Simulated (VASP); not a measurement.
# How smearing and number of MPI ranks change a VASP run on Bi4Te3 (Pilsenite)

How sensitive are energy, pressure and forces of Bi4Te3 (Pilsenite) to the smearing and number of MPI ranks? The series runs use r2SCAN. The smearing tried: ISMEAR = 0, SIGMA = 0.01; ISMEAR = 0, SIGMA = 0.05; ISMEAR = 0, SIGMA = 0.1; ISMEAR = 0, SIGMA = 0.2; ISMEAR = 0, SIGMA = 0.5; ISMEAR = 2, SIGMA = 0.01; ISMEAR = 2, SIGMA = 0.05; ISMEAR = 2, SIGMA = 0.1; ISMEAR = 2, SIGMA = 0.2; ISMEAR = 2, SIGMA = 0.5; ISMEAR = -5. The number of MPI ranks tried: 1 ranks; 2 ranks; 4 ranks; 8 ranks. The start is a cell from a database of measured crystal structures.

Method: r2SCAN; plane waves and PAW (Bi_d, Te), in VASP 6.6.1.

### Step 1. Set-up

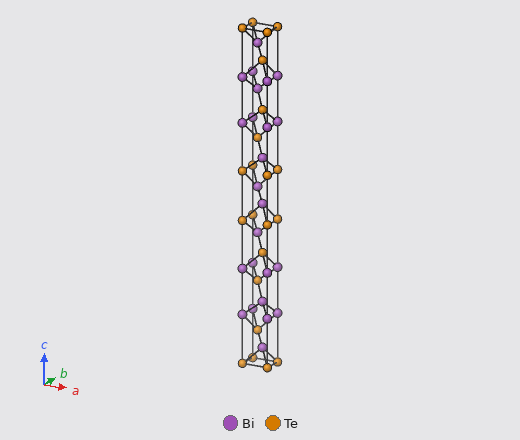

The cell as given, slightly off an axis (bismuth purple, tellurium orange). This picture shows the conventional cell, with its axes. Bonds to atoms that aren't drawn are left out. Some periodic images of atoms are drawn too.

Structure file:

```xyz
7
Lattice="-4.4510 0.0000 0.0000 2.2255 -3.8547 0.0000 2.2255 1.2849 13.9627" Properties=species:S:1:pos:R:3 pbc="T T T"
Bi    0.0000   -2.5698    2.1153
Bi    0.0000    0.0000   11.8473
Bi    0.0000    0.0000    6.1156
Bi    0.0000   -2.5698    7.8470
Te    0.0000    0.0000    0.0000
Te   -2.2255   -1.2849    3.8830
Te    2.2255   -1.2849   10.0796
```

### Step 2. Smearing: ISMEAR = 0, SIGMA = 0.01

With a gap, smearing should do nothing until its tail reaches across the gap. r2SCAN adds the kinetic-energy density, costs more than a GGA and is run with LASPH.

File INCAR:

```
SYSTEM = Bi4Te3
PREC = Accurate
ENCUT = 400
EDIFF = 1E-06
NELM = 100
ISMEAR = 0
SIGMA = 0.01
LREAL = .FALSE.
ALGO = Normal
METAGGA = R2SCAN
LASPH = .TRUE.
NBANDS = 48
LORBIT = 11
LWAVE = .FALSE.
LCHARG = .FALSE.
KPAR = 8
ISIF = 2
```

File POSCAR:

```
Bi4Te3
1.0
   -4.4510000000      0.0000000000      0.0000000000
    2.2255000000     -3.8546790723      0.0000000000
    2.2255000000      1.2848930241     13.9626666667
Bi Te
4 3
Direct
    0.4343333334      0.7171666667      0.1515000001
    0.5656666666      0.2828333333      0.8484999999
    0.2920000000      0.1460000000      0.4380000000
    0.7080000000      0.8540000000      0.5620000000
    0.0000000000      0.0000000000      0.0000000000
    0.8520666666      0.4260333333      0.2780999999
    0.1479333334      0.5739666667      0.7219000001
```

File KPOINTS:

```
Automatic mesh
0
Gamma
5 5 5
0 0 0
```

Potentials, in the order of the species: Bi_d and Te (PBE family, release 64).

The run is started by

```bash
mpirun -np 8 vasp_std
```

What it wrote:

```text
[banner, memory and clock lines left out]
running    8 mpi-ranks, on    1 nodes
 distrk:  each k-point on    1 cores,    8 groups
 distr:  one band on    1 cores,    1 groups

 POSCAR found type information on POSCAR BiTe
 POSCAR found :  2 types and       7 ions
|                                                                             |
|           W    W    AA    RRRRR   N    N  II  N    N   GGGG   !!!           |
|           W    W   A  A   R    R  NN   N  II  NN   N  G    G  !!!           |
|           W    W  A    A  R    R  N N  N  II  N N  N  G       !!!           |
|           W WW W  AAAAAA  RRRRR   N  N N  II  N  N N  G  GGG   !            |
|           WW  WW  A    A  R   R   N   NN  II  N   NN  G    G                |
|           W    W  A    A  R    R  N    N  II  N    N   GGGG   !!!           |
|                                                                             |
|     For optimal performance we recommend to set                             |
|       NCORE = 2 up to number-of-cores-per-socket                            |
|     NCORE specifies how many cores store one orbital (NPAR=cpu/NCORE).      |
|     This setting can greatly improve the performance of VASP for DFT.       |
|     The default, NCORE=1 might be grossly inefficient on modern             |
|     multi-core architectures or massively parallel machines. Do your        |
|     Unfortunately you need to use the default for GW and RPA                |
|     calculations (for HF NCORE is supported but not extensively tested      |
|     yet).                                                                   |
|                                                                             |

|                                                                             |
|               ----> ADVICE to this user running VASP <----                  |
|                                                                             |
|     You enforced a specific xc type in the INCAR file but a different       |
|     [... a line on the potential file left out ...]
|     I HOPE YOU KNOW WHAT YOU ARE DOING!                                     |
|                                                                             |

 LDA part: xc-table for (None), standard interpolation
 POSCAR, INCAR and KPOINTS ok, starting setup
 FFT: planning ... GRIDC
 FFT: planning ... GRID_SOFT
 FFT: planning ... GRID
 WAVECAR not read
 entering main loop
       N       E                     dE             d eps       ncg     rms          rms(c)
DAV:   1     0.488521736429E+03    0.48852E+03   -0.33209E+04  1824   0.145E+03
DAV:   2    -0.231800731754E+03   -0.72032E+03   -0.70219E+03  1840   0.425E+02
DAV:   3    -0.323490993562E+03   -0.91690E+02   -0.88438E+02  2264   0.173E+02
DAV:   4    -0.328109782169E+03   -0.46188E+01   -0.45793E+01  2112   0.411E+01
DAV:   5    -0.328351233055E+03   -0.24145E+00   -0.24138E+00  2568   0.862E+00    0.727E+00
DAV:   6    -0.311319097981E+03    0.17032E+02   -0.45361E+00  2088   0.222E+01    0.610E+00
DAV:   7    -0.311346866836E+03   -0.27769E-01   -0.40119E-01  2080   0.337E+00    0.274E+00
DAV:   8    -0.311375084898E+03   -0.28218E-01   -0.12426E-01  2016   0.191E+00    0.622E-01
DAV:   9    -0.311375430259E+03   -0.34536E-03   -0.82300E-03  2464   0.492E-01    0.421E-01
DAV:  10    -0.311376008093E+03   -0.57783E-03   -0.35882E-03  2008   0.346E-01    0.109E-01
DAV:  11    -0.311376056525E+03   -0.48432E-04   -0.26514E-04  2216   0.940E-02    0.639E-02
DAV:  12    -0.311376112401E+03   -0.55876E-04   -0.10662E-04  1976   0.546E-02    0.275E-02
DAV:  13    -0.311376116326E+03   -0.39252E-05   -0.16766E-05  2360   0.279E-02    0.701E-03
DAV:  14    -0.311376117738E+03   -0.14113E-05   -0.46945E-06  1760   0.121E-02    0.310E-03
DAV:  15    -0.311376116916E+03    0.82183E-06   -0.73434E-07  1128   0.622E-03
   1 F= -.31137612E+03 E0= -.31137612E+03  d E =-.132791E-33
```

It took 51 s on 8 MPI ranks of Intel Xeon 6975P-C (Granite Rapids), shared host; peak memory 3.1 GiB; 6.7 min of CPU time.

The logs omit lines about the potential files and the build; timing stands in the text.

From OUTCAR (step 2):

```text
ion  position               nearest neighbor table
   1  0.434  0.717  0.152-   6 3.12   6 3.12   6 3.12   5 3.33   5 3.33   5 3.33
   2  0.566  0.283  0.848-   7 3.12   7 3.12   7 3.12   5 3.33   5 3.33   5 3.33
   3  0.292  0.146  0.438-   4 3.10   4 3.10   4 3.10   6 3.40   6 3.40   6 3.40
   4  0.708  0.854  0.562-   3 3.10   3 3.10   3 3.10   7 3.40   7 3.40   7 3.40
   5  0.000  0.000  0.000-   1 3.33   2 3.33   2 3.33   1 3.33   2 3.33   1 3.33
   6  0.852  0.426  0.278-   1 3.12   1 3.12   1 3.12   3 3.40   3 3.40   3 3.40
   7  0.148  0.574  0.722-   2 3.12   2 3.12   2 3.12   4 3.40   4 3.40   4 3.40

  LATTYP: Found a trigonal (rhomboedric) cell.
 ALAT       =    14.1971779160
 COS(alpha) =     0.9508547959

 Subroutine GETGRP returns: Found 12 space group operations
 (whereof 12 operations were pure point group operations)

The static configuration has the point symmetry D_3d.

 Found     19 irreducible k-points:

   k-points           NKPTS =     19   k-points in BZ     NKDIM =     19   number of bands    NBANDS=     48

   dimension x,y,z NGX =    30 NGY =   30 NGZ =   96
   dimension x,y,z NGXF=    60 NGYF=   60 NGZF=  192

   ENCUT  =  400.0 eV  29.40 Ry    5.42 a.u.   7.26  7.26 23.15*2*pi/ulx,y,z

   NELECT =      78.0000    total number of electrons

 k-points in reciprocal lattice and weights: Automatic mesh
   0.00000000  0.00000000  0.00000000       0.008
   0.20000000  0.00000000  0.00000000       0.048
   0.40000000  0.00000000  0.00000000       0.048
   0.00000000  0.20000000  0.00000000       0.048
   0.20000000  0.20000000  0.00000000       0.096
   0.40000000  0.20000000  0.00000000       0.048
   0.00000000  0.40000000  0.00000000       0.048
   0.20000000  0.40000000  0.00000000       0.096
  -0.20000000  0.40000000 -0.00000000       0.048
[...]
0.00000000  0.00000000  0.40000000       0.016
   0.20000000  0.00000000  0.40000000       0.048

 average (electrostatic) potential at core
       1-111.9499       2-111.9499       3-110.9046       4-110.9046       5 -92.9590
       6 -93.4021       7 -93.4021

 E-fermi :   6.4405

 k-point     1 :       0.0000    0.0000    0.0000
  band No.  band energies     occupation
    ...
     35       4.8579      2.00000
     36       4.8579      2.00000
     37       5.6919      2.00000
     38       5.6919      2.00000
     39       6.1489      2.00000
     40       7.0260      0.00000
     41       7.0260      0.00000
     42       7.3101      0.00000
     43       7.3864      0.00000
     44       7.3864      0.00000
    ...

 k-point     2 :       0.2000    0.0000    0.0000
  band No.  band energies     occupation
    ...
     35       4.7380      2.00000
     36       4.7958      2.00000
     37       5.3199      2.00000
     38       5.6008      2.00000
     39       5.7353      2.00000
     40       7.2986      0.00000
     41       7.3180      0.00000
     42       7.4468      0.00000
     43       7.9935      0.00000
     44       8.0590      0.00000
    ...

 k-point     3 :       0.4000    0.0000    0.0000
  band No.  band energies     occupation
    ...
     35       3.9081      2.00000
     36       4.0984      2.00000
     37       4.5686      2.00000
     38       5.2738      2.00000
     39       5.8234      2.00000
     40       6.8162      0.00000
     41       7.0803      0.00000
     42       7.7628      0.00000
     43       8.8435      0.00000
     44       8.8629      0.00000
    ...

  Total        0.6618804      0.6618804     -0.4528468      0.0000000     -0.0000000     -0.0000000
  in kB        4.4266577      4.4266577     -3.0286400      0.0000000     -0.0000000     -0.0000000
  external PRESSURE =       1.9415585 kB  Pullay stress =       0.0000000 kB

  energy-cutoff  :      400.00
  volume of cell :      239.56
      direct lattice vectors                 reciprocal lattice vectors
    -4.451000000  0.000000000  0.000000000    -0.224668614 -0.129712485  0.047746371
     2.225500000 -3.854679072  0.000000000     0.000000000 -0.259424969  0.023873186
     2.225500000  1.284893024 13.962666667     0.000000000  0.000000000  0.071619557

 POSITION                                       TOTAL-FORCE (eV/Angst)
 -----------------------------------------------------------------------------------
      0.00000     -2.56979      2.11534        -0.000000     -0.000000     -0.128514
     -0.00000      0.00000     11.84732         0.000000      0.000000      0.128514
      0.00000      0.00000      6.11565        -0.000000      0.000000      0.641009
     -0.00000     -2.56979      7.84702         0.000000     -0.000000     -0.641009
      0.00000      0.00000      0.00000         0.000000      0.000000     -0.000000
     -2.22550     -1.28489      3.88302         0.000000      0.000000     -0.607388
      2.22550     -1.28489     10.07965        -0.000000      0.000000      0.607388
 -----------------------------------------------------------------------------------
    total drift:                                0.000000     -0.000000      0.000000

  FREE ENERGIE OF THE ION-ELECTRON SYSTEM (eV)
  ---------------------------------------------------
  free  energy   TOTEN  =      -311.3761169158 eV

  energy  without entropy=     -311.3761169158  energy(sigma->0) =     -311.37611692

 total charge
# of ion       s       p       d       tot
------------------------------------------
    1        1.562   1.121   9.927  12.609
    2        1.562   1.121   9.927  12.609
    3        1.501   1.357   9.904  12.762
    4        1.501   1.357   9.904  12.762
    5        1.393   1.979   0.019   3.391
    6        1.411   1.936   0.032   3.379
    7        1.411   1.936   0.032   3.379
--------------------------------------------------
tot         10.340  10.808  39.744  60.891

[... 3 further parts left out ...]
```

The gap is read on the k-mesh alone, so it is an upper bound where the band edges lie off the mesh. Spin-orbit coupling is off here; with elements this heavy it splits and shifts levels by tenths of an eV or more. The PAW data sets were made with PBE, which is usual practice but a small mismatch for other functionals.

Numbers from this step:

- SCF cycles: 15
- electrons: 78
- bands: 48
- irreducible k-points: 19
- symmetry operations: 12
- free energy (TOTEN): -311.3761 eV
- Fermi energy: 6.441 eV
- pressure: 0.1942 GPa
- metallic: no
- valence top at k: 0, 0, 0.4
- conduction bottom at k: 0, 0, 0.4
- least direct gap at k: 0, 0, 0.4
- gap on the k-mesh: 0.3037 eV
- least direct gap on the k-mesh: 0.3037 eV

The series starts at -44.4823 eV an atom and 0.19 GPa, after 15 cycles in 51 s. The entropy term T·S comes to 0.00 meV an atom in size.

### Step 3. Smearing: ISMEAR = 0, SIGMA = 0.05

Changes to INCAR since step 2:

```diff
@@ -6,3 +6,3 @@
 ISMEAR = 0
-SIGMA = 0.01
+SIGMA = 0.05
 LREAL = .FALSE.
```

POSCAR is that of step 2.

KPOINTS is that of step 2.

The run is started by

```bash
mpirun -np 8 vasp_std
```

What it wrote:

```text
[banner, memory and clock lines left out]
running    8 mpi-ranks, on    1 nodes
[...]
[... a notice as in an earlier step ...]

 [... a notice as in an earlier step ...]

 LDA part: xc-table for (None), standard interpolation
 POSCAR, INCAR and KPOINTS ok, starting setup
[...]
entering main loop
       N       E                     dE             d eps       ncg     rms          rms(c)
DAV:   1     0.488516596155E+03    0.48852E+03   -0.33209E+04  1824   0.145E+03
DAV:   2    -0.231804013516E+03   -0.72032E+03   -0.70218E+03  1840   0.425E+02
DAV:   3    -0.323490993574E+03   -0.91687E+02   -0.88439E+02  2264   0.173E+02
[... 1 cycle as in an earlier step ...]
DAV:   5    -0.328351233056E+03   -0.24145E+00   -0.24138E+00  2568   0.862E+00    0.727E+00
[... 1 cycle as in an earlier step ...]
DAV:   7    -0.311346866837E+03   -0.27769E-01   -0.40119E-01  2080   0.337E+00    0.274E+00
DAV:   8    -0.311375084902E+03   -0.28218E-01   -0.12426E-01  2016   0.191E+00    0.622E-01
DAV:   9    -0.311375430261E+03   -0.34536E-03   -0.82300E-03  2464   0.492E-01    0.421E-01
DAV:  10    -0.311376008100E+03   -0.57784E-03   -0.35882E-03  2008   0.346E-01    0.109E-01
DAV:  11    -0.311376056532E+03   -0.48432E-04   -0.26514E-04  2216   0.940E-02    0.639E-02
DAV:  12    -0.311376112407E+03   -0.55875E-04   -0.10662E-04  1976   0.546E-02    0.275E-02
DAV:  13    -0.311376116333E+03   -0.39253E-05   -0.16766E-05  2360   0.279E-02    0.701E-03
DAV:  14    -0.311376117743E+03   -0.14108E-05   -0.46945E-06  1760   0.121E-02    0.310E-03
DAV:  15    -0.311376116922E+03    0.82168E-06   -0.73435E-07  1128   0.622E-03
   1 F= -.31137612E+03 E0= -.31137612E+03  d E =-.126782E-06
```

It took 51 s on 8 MPI ranks; peak memory 3.1 GiB; 6.7 min of CPU time.

From OUTCAR (step 3):

```text
  Total        0.6618797      0.6618797     -0.4528468      0.0000000     -0.0000000      0.0000000
  in kB        4.4266525      4.4266525     -3.0286401      0.0000000     -0.0000000      0.0000000
  external PRESSURE =       1.9415550 kB  Pullay stress =       0.0000000 kB

 POSITION                                       TOTAL-FORCE (eV/Angst)
 -----------------------------------------------------------------------------------
      0.00000     -2.56979      2.11534         0.000000      0.000000     -0.128515
     -0.00000      0.00000     11.84732        -0.000000     -0.000000      0.128515
      0.00000      0.00000      6.11565        -0.000000     -0.000000      0.641009
     -0.00000     -2.56979      7.84702         0.000000      0.000000     -0.641009
      0.00000      0.00000      0.00000         0.000000      0.000000      0.000000
     -2.22550     -1.28489      3.88302         0.000000      0.000000     -0.607387
      2.22550     -1.28489     10.07965        -0.000000      0.000000      0.607387
 -----------------------------------------------------------------------------------
    total drift:                                0.000000     -0.000000      0.000000

  FREE ENERGIE OF THE ION-ELECTRON SYSTEM (eV)
  ---------------------------------------------------
  free  energy   TOTEN  =      -311.3761169217 eV

  energy  without entropy=     -311.3761167949  energy(sigma->0) =     -311.37611686

[... 2 parts as in an earlier step ...]

[... 1 further part left out ...]
[key lines of the parts left out:]
E-fermi :   6.5067
```

Against the run before the energy at zero width stays within 0.01 meV an atom and the pressure within 0.01 GPa, after 15 cycles in 51 s. The entropy term T·S comes to 0.00 meV an atom in size.

### Step 4. Smearing: ISMEAR = 0, SIGMA = 0.1

Changes to INCAR since step 3:

```diff
@@ -6,3 +6,3 @@
 ISMEAR = 0
-SIGMA = 0.05
+SIGMA = 0.1
 LREAL = .FALSE.
```

POSCAR is that of step 3.

KPOINTS is that of step 3.

The run is started by

```bash
mpirun -np 8 vasp_std
```

What it wrote:

```text
[... set-up lines as in an earlier step ...]
 entering main loop
       N       E                     dE             d eps       ncg     rms          rms(c)
DAV:   1     0.488508445986E+03    0.48851E+03   -0.33209E+04  1824   0.145E+03
DAV:   2    -0.231810287996E+03   -0.72032E+03   -0.70217E+03  1840   0.425E+02
DAV:   3    -0.323491045455E+03   -0.91681E+02   -0.88425E+02  2264   0.173E+02
DAV:   4    -0.328109800342E+03   -0.46188E+01   -0.45793E+01  2112   0.411E+01
[...]
DAV:  13    -0.311376158444E+03   -0.38348E-05   -0.16728E-05  2368   0.280E-02    0.704E-03
DAV:  14    -0.311376159858E+03   -0.14138E-05   -0.46778E-06  1768   0.121E-02    0.311E-03
DAV:  15    -0.311376159024E+03    0.83378E-06   -0.73197E-07  1128   0.625E-03
   1 F= -.31137616E+03 E0= -.31137600E+03  d E =-.310835E-03
```

Wall time 51 s (8 MPI ranks); peak memory 3.1 GiB; 6.7 min of CPU time.

From OUTCAR (step 4):

```text
  Total        0.6600945      0.6600945     -0.4518602      0.0000000      0.0000000      0.0000000
  in kB        4.4147135      4.4147135     -3.0220418      0.0000000      0.0000000      0.0000000
  external PRESSURE =       1.9357951 kB  Pullay stress =       0.0000000 kB

 POSITION                                       TOTAL-FORCE (eV/Angst)
 -----------------------------------------------------------------------------------
      0.00000     -2.56979      2.11534         0.000000     -0.000000     -0.128799
     -0.00000      0.00000     11.84732        -0.000000      0.000000      0.128799
      0.00000      0.00000      6.11565         0.000000     -0.000000      0.640881
     -0.00000     -2.56979      7.84702        -0.000000      0.000000     -0.640881
      0.00000      0.00000      0.00000         0.000000      0.000000      0.000000
     -2.22550     -1.28489      3.88302        -0.000000      0.000000     -0.607014
      2.22550     -1.28489     10.07965        -0.000000     -0.000000      0.607014
 -----------------------------------------------------------------------------------
    total drift:                                0.000000     -0.000000      0.000000

  FREE ENERGIE OF THE ION-ELECTRON SYSTEM (eV)
  ---------------------------------------------------
  free  energy   TOTEN  =      -311.3761590240 eV

  energy  without entropy=     -311.3758481885  energy(sigma->0) =     -311.37600361

[... 2 parts as in an earlier step ...]

[... 1 further part left out ...]
[key lines of the parts left out:]
E-fermi :   6.4951
```

Against the run before the energy at zero width moves by +0.02 meV an atom while the pressure stays within 0.01 GPa, after 15 cycles in 51 s. The entropy term T·S comes to 0.04 meV an atom in size.

(Part 1 of 3 ends here.)

[Lines on the potential files, build, host, timing and source positions are cut from VASP's logs without a mark.]

[Logs are printed without paths, hosts, clocks, repeated set-up lines and the standing remarks that a program may print on its own settings, such as how far it seeks lower states.]

[Hosts, paths, dates, database ids (printed as entryN), source tags and the programs' standing remarks are cut or masked in the printed files.]

[A measured line is paired with the nearest computed mode of its activity, which favours agreement.]
